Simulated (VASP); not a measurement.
Band structure of VN (rock salt). These are PBE GGA with D4 dispersion, VASP's PBE PAW potentials (set 64) (plane waves; VASP) values and carry that method's errors.

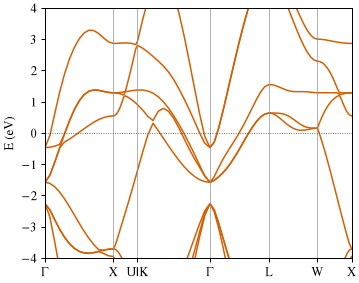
Fig. 1. Bands along high-symmetry lines, zero at the valence-band maximum or, without a gap, the Fermi level

Problem. Read the plot: is there a gap, and where are the band edges?

Solution. It has no gap at this level: it comes out as a metal or semimetal. (Edges off the drawn lines would not show.)

The compound is VN in the rock salt structure, which distorts at low temperature. It was relaxed first. The run is not spin-polarised, so no magnetic state was tried. VASP warned that the highest band is occupied, so more bands are needed.
